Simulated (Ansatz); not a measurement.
CsPbCl3 (cubic perovskite), scan of one atom of the cell

Relaxed CsPbCl3 (cubic perovskite):

```xyz
5
Lattice="5.6735 0.0000 0.0000 0.0000 5.6735 0.0000 0.0000 0.0000 5.6735" Properties=species:S:1:pos:R:3 pbc="T T T"
Cs     0.0000     0.0000     0.0000
Pb     2.8368     2.8368     2.8368
Cl     0.0000     2.8368     2.8368
Cl     2.8368     2.8368     0.0000
Cl     2.8368     0.0000     2.8368
```

Scan: atom 1 (Cs, nearest neighbour Cl at 4.012 Å; its periodic images, 5.7 Å or more away, move with it) is displaced towards the nearest neighbour, direction (-0.707, -0.707, 0.000) in Cartesian axes, by s. The other atoms stay.

All values below come from r2SCAN (plane waves to 500 eV, PAW, scalar-relativistic; Ansatz, a first-principles code). k mesh 5×5×5 (Γ-centred), Fermi-Dirac smearing 0.05 eV. Energies are smeared free energies. F∥ is the force on the atom along that direction. CsPbCl3 was relaxed with its symmetry unable to fall. Spin-orbit coupling is left out, though Pb is heavy. This is a high-temperature form of CsPbCl3. The zero of ΔE is the undisplaced structure.

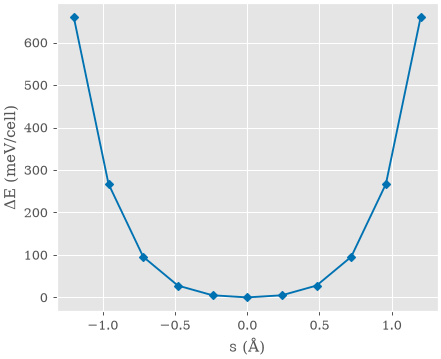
Figure. ΔE (meV/cell) against s (Å); markers are the computed points, lines only join them.

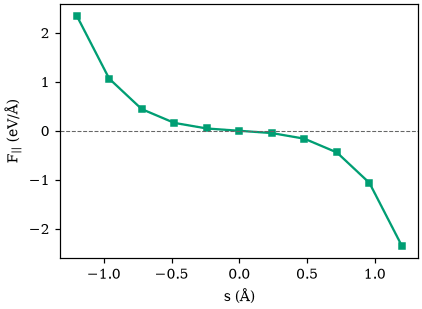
Figure: F∥ (eV/Å) against s (Å); computed points joined by lines.

The energy at s = 1.200 Å is 659 meV/cell and the force along the line at s = -1.200 Å is 2.35 eV/Å. Symmetry of the curve: even: the same for both signs. Shape of the curve: a single well with its minimum at or next to zero displacement.

With its periodic images moving along, the atom's site symmetry in this cell is m-3m.

(A displaced cell: forces are minus the slopes of the energy, force constants its curvatures, and phonons follow from these.)
